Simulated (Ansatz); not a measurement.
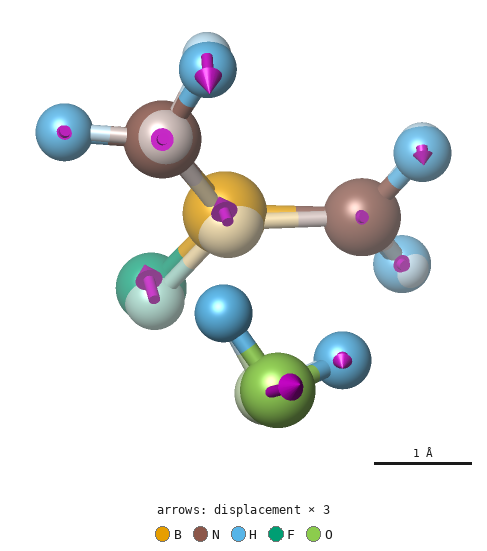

This is a relaxation of BN2H6OF. The starting structure is drawn faded, the final one solid; purple arrows show the displacements, 3 times their true length. The two geometries are superimposed by the best rigid fit.

A ball-and-stick model, seen from a free direction.

The run prepares an end point of a later path (reaction) calculation, from a guessed geometry.

These are results of RKS revPBE-D4/def2-SVP (Ansatz), not measurements.

Input file:
```yaml
crystal:
  periodic: [false, false, false]
  atoms:
    - { symbol: B, position_ang: [-0.055531, -0.020363, 0.178653] }
    - { symbol: "N", position_ang: [-0.034929, -0.274235, 1.651611] }
    - { symbol: H, position_ang: [-0.767601, -0.829316, 2.092309] }
    - { symbol: H, position_ang: [0.871375, -0.390489, 2.105241] }
    - { symbol: F, position_ang: [1.107753, 0.263538, -0.452304] }
    - { symbol: "N", position_ang: [-1.258611, -0.136871, -0.584162] }
    - { symbol: H, position_ang: [-2.11453, -0.552292, -0.221302] }
    - { symbol: H, position_ang: [-1.233921, -0.076837, -1.601629] }
    - { symbol: O, position_ang: [-0.673467, 2.475284, 0.696145] }
    - { symbol: H, position_ang: [-1.317419, 1.947514, 0.183379] }
    - { symbol: H, position_ang: [-0.583218, 1.911068, 1.50586] }
basis:
  gaussian: { orbitals: def2-SVP }
hamiltonian:
  xc: revpbe
  dispersion: d4
relax:
  f_tol: 0.03
  max_steps: 50
```

Command:
```bash
ansatz run input.yaml --threads 2 --pin off --max-ram 3072MiB --backend cpu --events-out ev --progress --plain --runs-dir out
```

### What happened in the run?

O9 moves most after the best rigid fit: 0.29 Å. Largest moves by element: O 0.29 Å, F 0.18 Å, H 0.17 Å, B 0.13 Å, N 0.09 Å. Near-neighbour distances that change, for instance: B1–N2 1.495 → 1.431 Å, O9–H11 0.991 → 0.978 Å, B1–F5 1.353 → 1.359 Å. Bond angles that change, for instance: B1–N2–H3 120.6° → 123.2°, B1–N2–H4 118.0° → 120.3°. The energy falls by 9.96 kJ/mol in 9 accepted moves (10 points after the start). The largest force component goes from 1.6 to 0.0044 eV/Å. The line search rejected the trial step at point 2 of the run.

Limits of the set-up: the start holds two separate molecules, 2.2 Å apart at their closest, whose relative position is a soft coordinate.
